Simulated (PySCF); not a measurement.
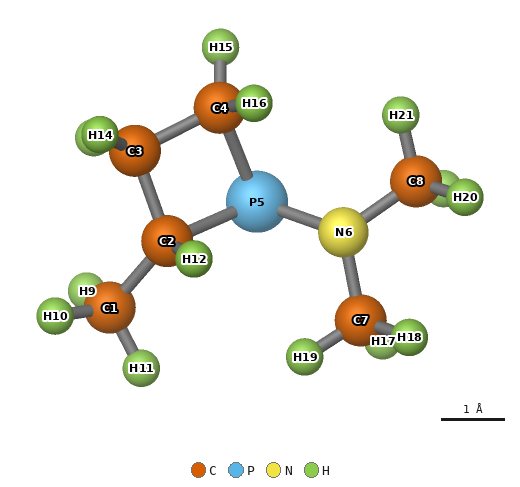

Figure 1. The structure (ball-and-stick view, seen on its broad side; atoms are numbered from 1 in the order of the input). Bond lengths as drawn: C–C 1.51 to 1.54 Å, C–H 1.10 to 1.11 Å, C–N 1.44 Å, C–P 1.87 to 1.88 Å and N–P 1.76 Å.

# Run report: C6H14NP, NMR shielding calculation

C6H14NP, computed with GIAO PBE0/pcSseg-1 NMR shielding, non-relativistic, IEF-PCM water (PySCF 2.14.0).

The geometry comes from this level: PBE0-D3(BJ)/def2-SVP. It belongs to a series of runs on one base structure; here: solvent water. Figures and captions count atoms from 1; the log counts them from 0 in places.

**Log**
```
coarse grid: 17888 points
cycle   1  E = -632.5157359737  dE =  7.402e-01  |g| = 4.201e-01  |ddm| = 4.120e+00
cycle   2  E = -632.5053701838  dE =  1.037e-02  |g| = 4.745e-01  |ddm| = 8.857e-01
cycle   3  E = -632.5626441690  dE = -5.727e-02  |g| = 5.157e-02  |ddm| = 4.684e-01
cycle   4  E = -632.5631052816  dE = -4.611e-04  |g| = 2.537e-02  |ddm| = 7.303e-02
cycle   5  E = -632.5632378106  dE = -1.325e-04  |g| = 5.209e-03  |ddm| = 2.157e-02
cycle   6  E = -632.5632424337  dE = -4.623e-06  |g| = 2.469e-03  |ddm| = 7.125e-03
final grid: 165376 points
cycle   7  E = -632.6119131506  dE = -4.268e-05  |g| = 1.064e-02  |ddm| = 3.655e-02
cycle   8  E = -632.6118968056  dE =  1.635e-05  |g| = 1.339e-02  |ddm| = 2.214e-02
cycle   9  E = -632.6119429518  dE = -4.615e-05  |g| = 9.309e-04  |ddm| = 1.263e-02
cycle  10  E = -632.6119431536  dE = -2.019e-07  |g| = 2.449e-04  |ddm| = 1.037e-03
cycle  11  E = -632.6119431667  dE = -1.304e-08  |g| = 1.012e-04  |ddm| = 3.016e-04
cycle  12  E = -632.6119431686  dE = -1.936e-09  |g| = 2.716e-05  |ddm| = 9.866e-05
cycle  13  E = -632.6119431688  dE = -1.603e-10  |g| = 3.462e-06  |ddm| = 3.188e-05
```

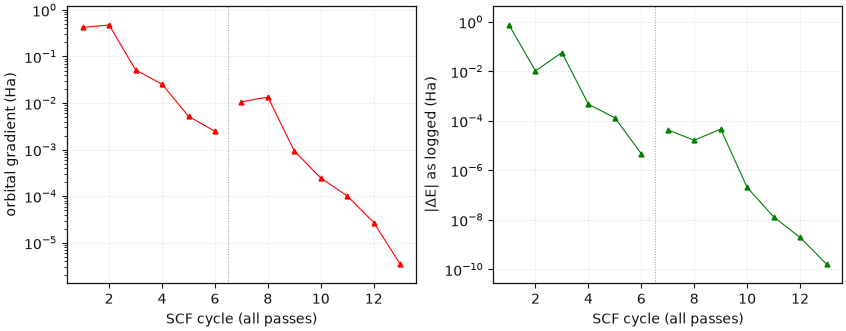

Figure 2. Convergence of the self-consistent field: orbital gradient and size of the energy change against the SCF cycle. The dotted line marks the change from a coarse to the final integration grid. The first 6 cycles use a coarse grid, the final grid takes over at cycle 7, and the field converges after 13 cycles in all.

```
converged SCF energy = -632.6119431688

GIAO shielding tensors (ppm)
atom      isotropic    diamagn.    paramagn.     s11        s22        s33       span
  0 C      164.217     244.688     -80.471    152.171    154.905    185.574     33.403
  1 C      145.448     254.503    -109.055    123.991    146.018    166.334     42.343
  2 C      157.525     251.970     -94.444    141.451    149.449    181.677     40.225
  3 C      160.844     256.925     -96.081    137.202    163.570    181.760     44.559
  4 P      227.848     968.400    -740.551    162.470    232.527    288.548    126.077
  5 N      217.632     328.974    -111.342    184.030    212.633    256.233     72.203
  6 C      145.616     246.892    -101.276    120.994    130.807    185.046     64.052
  7 C      145.463     244.754     -99.292    119.901    130.736    185.751     65.850
  8 H       30.201      29.612       0.589     26.241     28.824     35.537      9.297
  9 H       29.990      27.854       2.136     25.571     27.047     37.351     11.780
 10 H       29.875      29.394       0.482     25.068     28.563     35.996     10.928
 11 H       29.254      34.626      -5.372     26.946     29.646     31.170      4.224
 12 H       29.364      32.066      -2.702     26.503     27.848     33.740      7.238
 13 H       28.844      30.518      -1.673     24.326     25.696     36.511     12.186
 14 H       29.477      31.624      -2.147     25.498     26.785     36.147     10.650
 15 H       29.668      33.543      -3.875     26.832     28.523     33.649      6.818
 16 H       29.439      29.672      -0.233     25.706     26.607     36.003     10.297
 17 H       28.891      29.674      -0.783     24.625     25.907     36.140     11.515
 18 H       28.742      31.700      -2.958     23.346     28.716     34.166     10.819
 19 H       28.903      28.668       0.235     24.470     25.954     36.286     11.816
 20 H       28.895      30.021      -1.126     23.631     28.117     34.937     11.305
 21 H       29.496      28.576       0.920     25.435     26.775     36.276     10.841
```

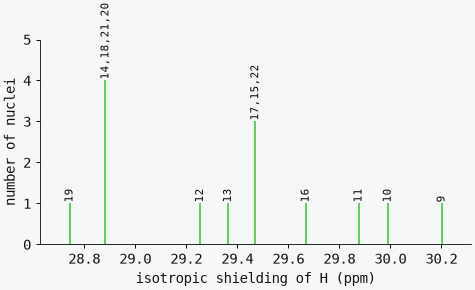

Figure 3. Isotropic shieldings of the hydrogen nuclei in this fixed geometry, labelled by atom number; shielding grows to the right, so chemical shift grows to the left. The least shielded is H19 (28.7 ppm), the most shielded H9 (30.2 ppm).

This output came from the following input.

**The input**
```
{"job": {"kind": "nmr", "xc": "PBE0", "basis": "pcSseg-1", "solvent": "water", "pop": false}, "charge": 0, "multiplicity": 1}
C     -2.027963    -1.742320    -0.171518
C     -1.315044    -0.464273     0.204910
C     -2.072134     0.871134     0.061489
C     -0.840376     1.747953    -0.219855
P      0.033078     0.241063    -0.905477
N      1.448615     0.144305     0.139436
C      1.963712    -1.199450     0.264585
C      2.469796     1.105112    -0.209210
H     -2.404537    -1.698776    -1.205824
H     -2.890794    -1.925683     0.490455
H     -1.362703    -2.617282    -0.097382
H     -0.877704    -0.523985     1.216294
H     -2.730085     0.834554    -0.823351
H     -2.698183     1.166408     0.919614
H     -0.973039     2.617999    -0.877640
H     -0.342183     2.054075     0.713304
H      2.398639    -1.608486    -0.673780
H      2.753294    -1.221809     1.034482
H      1.167220    -1.885313     0.594059
H      3.259758     1.100198     0.560823
H      2.044678     2.121094    -0.235554
H      2.956519     0.914139    -1.190602
```

The first line tells a small driver script what to run in PySCF; the rest is the geometry in Å.

Launch command:
```bash
OMP_NUM_THREADS=1 python <driver script> task.json out
```

**Results in brief**

```csv
quantity,value
outcome,converged
total energy,−632.611943 hartree
HOMO,−5.66 eV
LUMO,0.67 eV
dipole moment,1.16 D
"isotropic shielding, C",145.4 to 164.2 ppm
"isotropic shielding, P",227.8 ppm
"isotropic shielding, N",217.6 ppm
"isotropic shielding, H",28.7 to 30.2 ppm
hardware,"1 CPU thread, shared host"
wall time,30 s
peak memory,1.3 GiB
```
